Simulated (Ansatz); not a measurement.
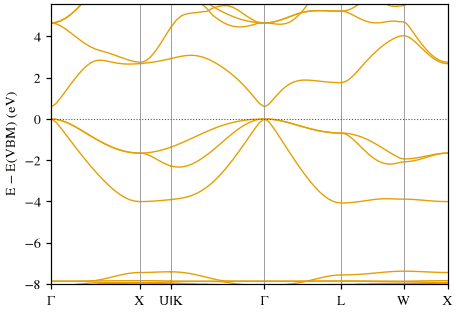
Band structure from DFT-PBE in the program Ansatz with PAW potentials

Problem. Read off the gap and where the band edges lie.

Solution. About 0.6 eV (0.58 eV by a search for the band edges); maximum at Γ, minimum at Γ.

The material is CdTe (zinc blende, space group No. 216).

Space group F-43m (zinc blende). Symmetry was held in the PBE relaxation. Scalar-relativistic: spin–orbit coupling is off unless named, which matters more the heavier the elements.

Potentials: the later of the program's two PAW sets.
